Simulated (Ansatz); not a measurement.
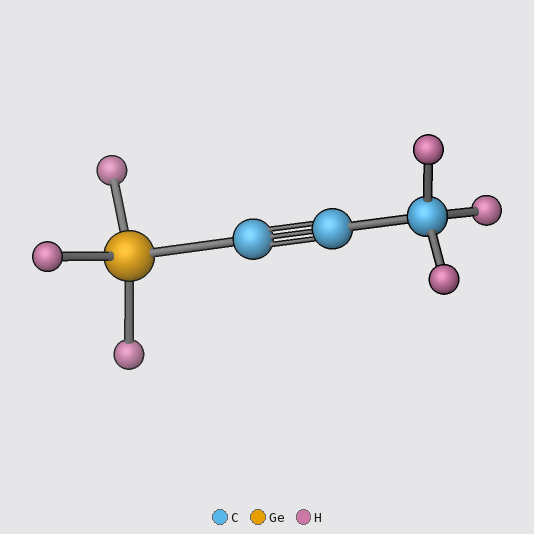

The geometry was computed by an optimisation with PBE0-D4/def2-TZVP. No frequency run is at hand to confirm it as a minimum.

Draw it as a skeletal formula.

SMILES: CC#[C][GeH3]

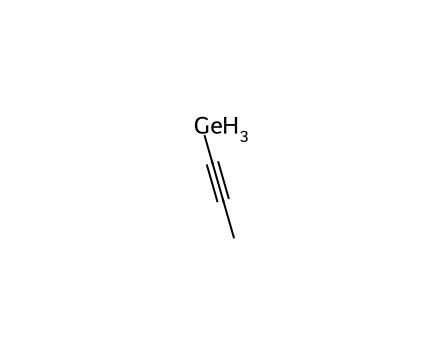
